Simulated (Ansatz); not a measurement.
# Geometry relaxation, with input and output: BH4OF

The run: geometry relaxation of BH4OF. Method and program: RKS PBE-D4/def2-SVP (Ansatz 0.2.0).

It belongs to a series of runs on one base structure; here: end point B relaxed. Figures and captions count atoms from 1; the log counts them from 0 in places.

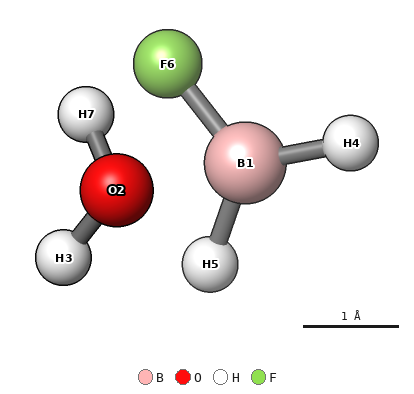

**Figure 1.** The input geometry (ball-and-stick view, seen at a tilt; atoms are numbered from 1 in the order of the input). Bond lengths as drawn: B–F 1.34 Å, B–H 1.22 Å and H–O 0.98 to 0.99 Å.

Summary:

- outcome: converged
- total energy: −5496.2215 eV
- mean-field energy: −5496.1590 eV
- largest force (length of the vector) at the end: 0.024 eV/Å
- hardware: 1 thread of Arm Neoverse V2, 24 GiB of memory available, shared host
- wall time: 24 s
- peak memory: 0.12 GiB

The input:
```yaml
crystal:
  periodic: [false, false, false]
  atoms:
    - { symbol: B, position_ang: [0.040192, 0.388549, -0.398733] }
    - { symbol: O, position_ang: [-0.002771, -0.096899, 2.152568] }
    - { symbol: H, position_ang: [-0.965227, -0.264067, 2.162258] }
    - { symbol: H, position_ang: [1.101105, -0.124876, -0.697579] }
    - { symbol: H, position_ang: [-1.051309, -0.117991, -0.590066] }
    - { symbol: F, position_ang: [0.05546, 1.655947, 0.020648] }
    - { symbol: H, position_ang: [0.036149, 0.881536, 1.999005] }
basis:
  gaussian: { orbitals: def2-SVP }
hamiltonian:
  xc: pbe
  dispersion: d4
relax:
  f_tol: 0.03
  max_steps: 50
```

Launched with:
```bash
ansatz run input.yaml --threads 1 --pin off --max-ram 2048MiB --backend cpu --events-out ev --progress --plain --runs-dir out
```

Log:
```
The last accepted step is kept in [file] (removed where the run ends without a failure and the disk answers)
Engine: ansatz 0.2.0, aarch64-unknown-linux-gnu
Functional definition: PBE
  parameter kappa = 0.804
  parameter beta = 0.06672455060314922
  exchange = pbe_x(kappa = kappa, mu = beta*pi^2/3)
  correlation = pbe_c(beta = beta)
677 factors; their error is unknown
mean field evaluation 1: about -5490.8062 eV, gradient 5.3e1 eV
mean field evaluation 2: about -5467.8282 eV, gradient 1.2e2 eV
mean field evaluation 4: about -5495.7205 eV, gradient 8.1e0 eV
mean field evaluation 8: about -5495.7984 eV, gradient 1.1e-1 eV
mean field -5495.79841512 eV, -201.9668665698 hartree, gradient 2.9e-5 eV, S^2 0.000000; 0 other end points of the search recorded, 0 dependent functions left out
the calculation of the forces begins
reference -5495.79844416 eV, -201.9668676368 hartree; 13, 13 occupied and 49, 49 virtual orbitals, 677 factors
relax step   1: F+E_penalty+E_count = -5495.85670342 eV  Δ(F+E_penalty+E_count) = +0.000e0 eV  max|allowed force component| = 6.159e-1 eV/Å  Δτ_max = 0.0000 Å  (24 SCF iters, accepted)
these checks for a lower state are left out or cut short: starts, cluster_reference, orbital_swaps, neighbouring_geometries, increment
677 factors; their error is unknown
mean field evaluation 16: about -5495.3052 eV, gradient 1.3e1 eV
mean field -5495.87958293 eV, -201.9698494315 hartree, gradient 1.4e-5 eV, S^2 0.000000; 0 other end points of the search recorded, 0 dependent functions left out
[... from here on the field's lines of each further geometry are left out, up to the last ...]
relax step   2: F+E_penalty+E_count = -5495.93940071 eV  Δ(F+E_penalty+E_count) = -8.270e-2 eV  max|allowed force component| = 1.522e0 eV/Å  Δτ_max = 0.1928 Å  (30 SCF iters, accepted)
relax step   3: F+E_penalty+E_count = -5496.04777497 eV  Δ(F+E_penalty+E_count) = -1.084e-1 eV  max|allowed force component| = 1.455e0 eV/Å  Δτ_max = 0.1950 Å  (31 SCF iters, accepted)
relax step   4: F+E_penalty+E_count = -5496.12949030 eV  Δ(F+E_penalty+E_count) = -8.172e-2 eV  max|allowed force component| = 1.438e0 eV/Å  Δτ_max = 0.1948 Å  (30 SCF iters, accepted)
relax step   5: F+E_penalty+E_count = -5496.19547486 eV  Δ(F+E_penalty+E_count) = -6.598e-2 eV  max|allowed force component| = 3.888e-1 eV/Å  Δτ_max = 0.0753 Å  (25 SCF iters, accepted)
relax step   6: F+E_penalty+E_count = -5496.20726807 eV  Δ(F+E_penalty+E_count) = -1.179e-2 eV  max|allowed force component| = 1.263e-1 eV/Å  Δτ_max = 0.0459 Å  (25 SCF iters, accepted)
relax step   7: F+E_penalty+E_count = -5496.21030513 eV  Δ(F+E_penalty+E_count) = -3.037e-3 eV  max|allowed force component| = 2.603e-2 eV/Å  Δτ_max = 0.0325 Å  (26 SCF iters, accepted)
relax step   8: F+E_penalty+E_count = -5496.21118979 eV  Δ(F+E_penalty+E_count) = -8.847e-4 eV  max|allowed force component| = 3.972e-2 eV/Å  Δτ_max = 0.0273 Å  (26 SCF iters, accepted)
relax step   9: F+E_penalty+E_count = -5496.21222044 eV  Δ(F+E_penalty+E_count) = -1.031e-3 eV  max|allowed force component| = 1.276e-1 eV/Å  Δτ_max = 0.0517 Å  (26 SCF iters, accepted)
relax step  10: F+E_penalty+E_count = -5496.21323513 eV  Δ(F+E_penalty+E_count) = -1.015e-3 eV  max|allowed force component| = 1.356e-1 eV/Å  Δτ_max = 0.0296 Å  (25 SCF iters, accepted)
relax step  11: F+E_penalty+E_count = -5496.21474717 eV  Δ(F+E_penalty+E_count) = -1.512e-3 eV  max|allowed force component| = 2.127e-1 eV/Å  Δτ_max = 0.0719 Å  (26 SCF iters, accepted)
relax step  12: F+E_penalty+E_count = -5496.21924966 eV  Δ(F+E_penalty+E_count) = -4.502e-3 eV  max|allowed force component| = 5.045e-2 eV/Å  Δτ_max = 0.1322 Å  (25 SCF iters, accepted)
relax step  13: F+E_penalty+E_count = -5496.22058515 eV  Δ(F+E_penalty+E_count) = -1.335e-3 eV  max|allowed force component| = 1.881e-2 eV/Å  Δτ_max = 0.0728 Å  (25 SCF iters, accepted)
relax step  14: F+E_penalty+E_count = -5496.18884924 eV  Δ(F+E_penalty+E_count) = +3.174e-2 eV  max|allowed force component| = 9.672e-1 eV/Å  Δτ_max = 0.1827 Å  (26 SCF iters, rejected (line search))
relax step  15: F+E_penalty+E_count = -5496.22074796 eV  Δ(F+E_penalty+E_count) = -1.628e-4 eV  max|allowed force component| = 2.671e-2 eV/Å  Δτ_max = 0.0125 Å  (27 SCF iters, accepted)
relax step  16: F+E_penalty+E_count = -5496.22100249 eV  Δ(F+E_penalty+E_count) = -2.545e-4 eV  max|allowed force component| = 6.224e-2 eV/Å  Δτ_max = 0.0302 Å  (26 SCF iters, accepted)
relax step  17: F+E_penalty+E_count = -5496.22118285 eV  Δ(F+E_penalty+E_count) = -1.804e-4 eV  max|allowed force component| = 5.560e-2 eV/Å  Δτ_max = 0.0145 Å  (27 SCF iters, accepted)
relax step  18: F+E_penalty+E_count = -5496.22140524 eV  Δ(F+E_penalty+E_count) = -2.224e-4 eV  max|allowed force component| = 3.209e-2 eV/Å  Δτ_max = 0.0298 Å  (25 SCF iters, accepted)
the calculation of the forces begins
reference -5496.15903025 eV, -201.9801189314 hartree; 13, 13 occupied and 49, 49 virtual orbitals, 677 factors
relax step  19: F+E_penalty+E_count = -5496.22148367 eV  Δ(F+E_penalty+E_count) = -7.842e-5 eV  max|allowed force component| = 1.764e-2 eV/Å  Δτ_max = 0.0214 Å  (26 SCF iters, accepted)
677 factors; their error is unknown
mean field evaluation 160: about -5496.1590 eV, gradient 3.0e-5 eV
```

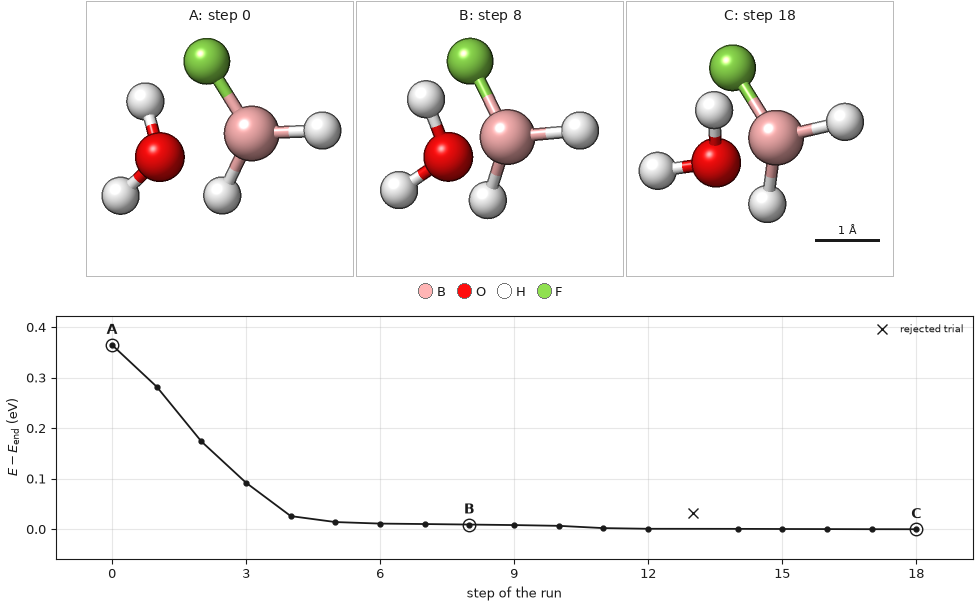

**Figure 2.** Frames of the relaxation (ball-and-stick view, seen at a tilt) above the curves, on which the letters mark them (the first geometry is step 0 here and step 1 in the log).

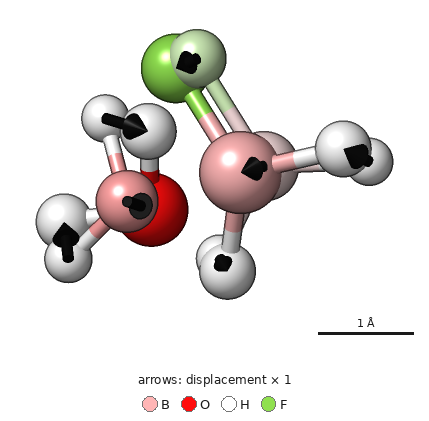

**Figure 3.** Start (faint) and end (solid) with the displacements as black arrows, at true length (ball-and-stick view, seen at a tilt). The two geometries are laid on each other by the best rigid fit. Over 18 geometry steps the energy falls by 0.365 eV. The largest force component goes from 0.62 to 0.018 eV/Å. The line search rejected the trial step at point 13 (counted from 0) and went back. The largest move after the best rigid fit is that of H7, 0.65 Å. Largest moves by element: H 0.65 Å, O 0.57 Å, B 0.34 Å, F 0.32 Å. Among the contacts that change: B1–F6 1.335 → 1.384 Å, B1–H4 1.216 → 1.228 Å, O2–H7 0.991 → 0.981 Å. Among the angles that change: H4–B1–H5 124.6° → 119.6°, H3–O2–H7 102.1° → 104.8°, H4–B1–F6 117.9° → 115.4°. (Atoms are counted from 1 in the order of the input.)

```
mean field -5496.15900215 eV, -201.9801178986 hartree, gradient 1.3e-5 eV, S^2 0.000000; 1 other end points of the search recorded, 0 dependent functions left out
the calculation of the forces begins
reference -5496.15903025 eV, -201.9801189314 hartree; 13, 13 occupied and 49, 49 virtual orbitals, 677 factors
Total energy: -5496.22151177 eV, -201.9824150849 hartree
Atom 0 at    -0.034285     0.337283    -0.075900 Å, force    -0.002027    -0.001963    -0.002464 eV/Å
Atom 1 at    -0.140239    -0.092861     1.608362 Å, force     0.006744     0.017414     0.010161 eV/Å
Atom 2 at    -1.019413     0.221596     1.907457 Å, force     0.012958    -0.002989    -0.002626 eV/Å
Atom 3 at     1.125666     0.007680    -0.305446 Å, force     0.003980    -0.000883     0.002599 eV/Å
Atom 4 at    -0.956451    -0.338282    -0.523518 Å, force    -0.003096    -0.000963     0.000437 eV/Å
Atom 5 at    -0.265263     1.701031    -0.032225 Å, force    -0.000923     0.003576     0.000137 eV/Å
Atom 6 at     0.503583     0.485752     2.069371 Å, force    -0.017636    -0.014193    -0.008244 eV/Å
Dipole moment:    -0.094182    -0.005975     0.880361 e Å
```

Trajectory as extended XYZ (Å, eV, eV/Å), 19 frames, from step=1 to step=19:
```
7
Properties=species:S:1:pos:R:3:forces:R:3 step=1 energy=-5495.85670
B     0.0402    0.3885   -0.3987    0.0156  -0.4903   0.2073
O    -0.0028   -0.0969    2.1526    0.0197   0.6159  -0.4590
H    -0.9652   -0.2641    2.1623    0.0005  -0.0065   0.0229
H     1.1011   -0.1249   -0.6976   -0.0097   0.0069   0.0132
H    -1.0513   -0.1180   -0.5901   -0.0176  -0.0102  -0.0055
F     0.0555    1.6559    0.0206    0.0109   0.4848   0.0064
H     0.0361    0.8815    1.9990   -0.0194  -0.6006   0.2146
7
Properties=species:S:1:pos:R:3:forces:R:3 step=2 energy=-5495.93940
B     0.0421    0.3717   -0.2989   -0.1371   0.0012  -0.0089
O     0.0015   -0.1220    1.9614   -0.8624   1.5216  -0.1228
H    -0.9639   -0.2612    2.1650    0.7458  -0.1417  -0.2767
H     1.0958   -0.1319   -0.6398    0.0378  -0.0868   0.2156
H    -1.0486   -0.1204   -0.5386   -0.0164  -0.0744   0.1253
F     0.0526    1.7014   -0.0485    0.0230   0.0281   0.1423
H     0.0342    0.8845    2.0476    0.2092  -1.2479  -0.0747
7
Properties=species:S:1:pos:R:3:forces:R:3 step=3 energy=-5496.04778
B     0.0245    0.3641   -0.2375   -0.0798  -0.2748   0.7146
O     0.0023   -0.0796    1.7712   -0.7139   1.4550   0.6511
H    -0.9297   -0.2616    2.0650    0.5648  -0.2231  -0.4422
H     1.0848   -0.1583   -0.5352   -0.0285  -0.0132  -0.0309
H    -1.0653   -0.1363   -0.4659   -0.0316  -0.0133  -0.1711
F     0.0419    1.7033   -0.0139    0.0026   0.3440  -0.1858
H     0.0550    0.8906    2.0644    0.2863  -1.2746  -0.5358
7
Properties=species:S:1:pos:R:3:forces:R:3 step=4 energy=-5496.12949
B    -0.0023    0.3580   -0.0653    0.1640  -0.2683  -0.0678
O     0.0286   -0.0521    1.6045   -0.5948   1.4376   1.2997
H    -0.8934   -0.2776    1.8743    0.2343  -0.2359  -0.2921
H     1.0480   -0.1807   -0.3758    0.0153   0.0198  -0.3491
H    -1.0839   -0.1352   -0.3584   -0.0970  -0.0530  -0.2411
F     0.0230    1.7408   -0.0508   -0.0403   0.0663   0.1803
H     0.0936    0.8691    2.0195    0.3184  -0.9666  -0.5298
7
Properties=species:S:1:pos:R:3:forces:R:3 step=5 energy=-5496.19548
B     0.0061    0.3443   -0.0903    0.0222   0.0621   0.0129
O     0.0073   -0.0384    1.6657   -0.2264   0.3888   0.2295
H    -0.9184   -0.2453    1.9136    0.0316  -0.1690  -0.1757
H     1.0561   -0.1699   -0.4499   -0.0051  -0.0026   0.0348
H    -1.0657   -0.1550   -0.4222   -0.0347  -0.0638   0.0438
F     0.0081    1.7264   -0.0305    0.0043  -0.0306   0.0756
H     0.1200    0.8601    2.0617    0.2081  -0.1849  -0.2210
7
Properties=species:S:1:pos:R:3:forces:R:3 step=6 energy=-5496.20727
B     0.0064    0.3395   -0.0760   -0.0314   0.0141   0.0609
O    -0.0012   -0.0347    1.6527   -0.1252  -0.0708   0.0841
H    -0.9355   -0.2210    1.8786    0.0152  -0.0666  -0.0710
H     1.0604   -0.1634   -0.4418   -0.0124   0.0267   0.0065
H    -1.0626   -0.1741   -0.4051    0.0117  -0.0188  -0.0128
F    -0.0077    1.7232   -0.0008    0.0157   0.0206  -0.0356
H     0.1538    0.8527    2.0405    0.1263   0.0947  -0.0322
7
Properties=species:S:1:pos:R:3:forces:R:3 step=7 energy=-5496.21030
B     0.0040    0.3378   -0.0656   -0.0259  -0.0064  -0.0175
O    -0.0089   -0.0403    1.6507   -0.0233  -0.0254   0.0260
H    -0.9498   -0.2031    1.8645    0.0124   0.0121  -0.0010
H     1.0620   -0.1535   -0.4340    0.0028   0.0140   0.0102
H    -1.0580   -0.1864   -0.4044    0.0165   0.0011  -0.0013
F    -0.0197    1.7230    0.0052    0.0011   0.0069  -0.0093
H     0.1840    0.8447    2.0316    0.0163  -0.0023  -0.0072
7
Properties=species:S:1:pos:R:3:forces:R:3 step=8 energy=-5496.21119
B     0.0014    0.3373   -0.0663   -0.0112  -0.0083  -0.0027
O    -0.0156   -0.0471    1.6512    0.0060  -0.0065  -0.0188
H    -0.9609   -0.1832    1.8646    0.0189   0.0397   0.0198
H     1.0666   -0.1439   -0.4268    0.0030   0.0073   0.0013
H    -1.0541   -0.1957   -0.4105    0.0162   0.0076  -0.0013
F    -0.0320    1.7223    0.0076   -0.0072  -0.0074  -0.0068
H     0.2082    0.8326    2.0284   -0.0256  -0.0324   0.0084
7
Properties=species:S:1:pos:R:3:forces:R:3 step=9 energy=-5496.21222
B    -0.0028    0.3348   -0.0656    0.0029   0.0050  -0.0181
O    -0.0286   -0.0592    1.6485   -0.0172   0.0828  -0.0086
H    -0.9805   -0.1399    1.8683    0.0947   0.0577   0.0156
H     1.0753   -0.1253   -0.4157    0.0037  -0.0073   0.0072
H    -1.0445   -0.2132   -0.4252    0.0087   0.0013   0.0096
F    -0.0578    1.7192    0.0107   -0.0125  -0.0119   0.0033
H     0.2524    0.8058    2.0272   -0.0803  -0.1276  -0.0090
7
Properties=species:S:1:pos:R:3:forces:R:3 step=10 energy=-5496.21324
B    -0.0050    0.3346   -0.0682    0.0028   0.0129   0.0079
O    -0.0360   -0.0646    1.6448   -0.0355   0.1009   0.0147
H    -0.9888   -0.1136    1.8719    0.1097   0.0425   0.0015
H     1.0807   -0.1160   -0.4088   -0.0028  -0.0011   0.0019
H    -1.0391   -0.2236   -0.4332    0.0111   0.0056   0.0045
F    -0.0732    1.7184    0.0107   -0.0102  -0.0253  -0.0100
H     0.2750    0.7870    2.0309   -0.0751  -0.1356  -0.0204
7
Properties=species:S:1:pos:R:3:forces:R:3 step=11 energy=-5496.21475
B    -0.0093    0.3337   -0.0695   -0.0120   0.0335  -0.0148
O    -0.0539   -0.0747    1.6362   -0.1186   0.1842   0.1002
H    -1.0067   -0.0506    1.8793    0.2127   0.0062  -0.0471
H     1.0914   -0.0937   -0.3960   -0.0100   0.0054   0.0229
H    -1.0243   -0.2471   -0.4525    0.0143   0.0021   0.0191
F    -0.1103    1.7156    0.0058    0.0014  -0.0400  -0.0077
H     0.3266    0.7390    2.0448   -0.0876  -0.1913  -0.0726
7
Properties=species:S:1:pos:R:3:forces:R:3 step=12 energy=-5496.21925
B    -0.0198    0.3385   -0.0737    0.0102  -0.0504  -0.0053
O    -0.0886   -0.0812    1.6203    0.0095  -0.0225  -0.0191
H    -1.0203    0.0548    1.8875   -0.0196   0.0129   0.0130
H     1.1068   -0.0534   -0.3592   -0.0096   0.0095   0.0033
H    -0.9997   -0.2856   -0.4771    0.0092   0.0053   0.0028
F    -0.1729    1.7120   -0.0162   -0.0084   0.0394  -0.0054
H     0.4082    0.6372    2.0665    0.0087   0.0058   0.0107
7
Properties=species:S:1:pos:R:3:forces:R:3 step=13 energy=-5496.22059
B    -0.0248    0.3384   -0.0750   -0.0169   0.0188   0.0092
O    -0.1091   -0.0856    1.6129    0.0034  -0.0014   0.0063
H    -1.0247    0.1178    1.8959    0.0065   0.0084  -0.0009
H     1.1146   -0.0292   -0.3385    0.0148  -0.0015  -0.0013
H    -0.9831   -0.3065   -0.4923   -0.0056  -0.0057  -0.0124
F    -0.2087    1.7099   -0.0263    0.0007  -0.0134  -0.0005
H     0.4495    0.5775    2.0715   -0.0029  -0.0052  -0.0003
7
Properties=species:S:1:pos:R:3:forces:R:3 step=14 energy=-5496.18885 accepted=F
B    -0.0408    0.3367   -0.0774   -0.0122   0.1197   0.0136
O    -0.1596   -0.0968    1.5970    0.0653   0.9095   0.8362
H    -1.0316    0.2806    1.9182    0.8887  -0.3007  -0.2682
H     1.1334    0.0312   -0.2815   -0.0397   0.0101  -0.0161
H    -0.9418   -0.3594   -0.5423    0.0378   0.0393   0.0122
F    -0.3007    1.7015   -0.0464    0.0273  -0.1789   0.0065
H     0.5546    0.4284    2.0805   -0.9672  -0.5989  -0.5842
7
Properties=species:S:1:pos:R:3:forces:R:3 step=15 energy=-5496.22075
B    -0.0269    0.3373   -0.0744    0.0047   0.0267  -0.0121
O    -0.1119   -0.0869    1.6133   -0.0138   0.0129   0.0070
H    -1.0241    0.1300    1.8984    0.0172   0.0022  -0.0021
H     1.1156   -0.0253   -0.3338    0.0073  -0.0035   0.0024
H    -0.9804   -0.3097   -0.5005   -0.0013  -0.0066   0.0121
F    -0.2155    1.7083   -0.0263   -0.0033  -0.0145   0.0048
H     0.4568    0.5685    2.0714   -0.0108  -0.0170  -0.0122
7
Properties=species:S:1:pos:R:3:forces:R:3 step=16 energy=-5496.22100
B    -0.0294    0.3367   -0.0747    0.0050   0.0202  -0.0060
O    -0.1206   -0.0904    1.6109   -0.0294   0.0617   0.0486
H    -1.0241    0.1601    1.9006    0.0622  -0.0155  -0.0176
H     1.1202   -0.0149   -0.3235   -0.0140   0.0027  -0.0014
H    -0.9740   -0.3193   -0.5081    0.0146   0.0047   0.0098
F    -0.2317    1.7061   -0.0256    0.0002  -0.0253  -0.0034
H     0.4732    0.5440    2.0686   -0.0386  -0.0484  -0.0300
7
Properties=species:S:1:pos:R:3:forces:R:3 step=17 energy=-5496.22118
B    -0.0300    0.3368   -0.0744   -0.0059   0.0136  -0.0154
O    -0.1256   -0.0915    1.6106   -0.0009   0.0556   0.0340
H    -1.0237    0.1743    1.9020    0.0385  -0.0113  -0.0128
H     1.1217   -0.0096   -0.3210   -0.0109   0.0013   0.0080
H    -0.9698   -0.3238   -0.5107    0.0109   0.0047   0.0066
F    -0.2390    1.7050   -0.0269    0.0016  -0.0220   0.0014
H     0.4799    0.5311    2.0685   -0.0333  -0.0419  -0.0217
7
Properties=species:S:1:pos:R:3:forces:R:3 step=18 energy=-5496.22141
B    -0.0328    0.3375   -0.0757   -0.0004  -0.0013   0.0069
O    -0.1339   -0.0927    1.6084    0.0140   0.0321   0.0219
H    -1.0210    0.2017    1.9042    0.0087  -0.0031  -0.0001
H     1.1239    0.0002   -0.3098   -0.0002   0.0032  -0.0071
H    -0.9624   -0.3326   -0.5174    0.0026   0.0062  -0.0043
F    -0.2544    1.7032   -0.0295   -0.0006  -0.0107  -0.0047
H     0.4942    0.5049    2.0678   -0.0241  -0.0264  -0.0127
7
Properties=species:S:1:pos:R:3:forces:R:3 step=19 energy=-5496.22148
B    -0.0343    0.3373   -0.0759   -0.0020  -0.0020  -0.0025
O    -0.1402   -0.0929    1.6084    0.0067   0.0174   0.0102
H    -1.0194    0.2216    1.9075    0.0130  -0.0030  -0.0026
H     1.1257    0.0077   -0.3054    0.0040  -0.0009   0.0026
H    -0.9565   -0.3383   -0.5235   -0.0031  -0.0010   0.0004
F    -0.2653    1.7010   -0.0322   -0.0009   0.0036   0.0001
H     0.5036    0.4858    2.0694   -0.0176  -0.0142  -0.0082
```
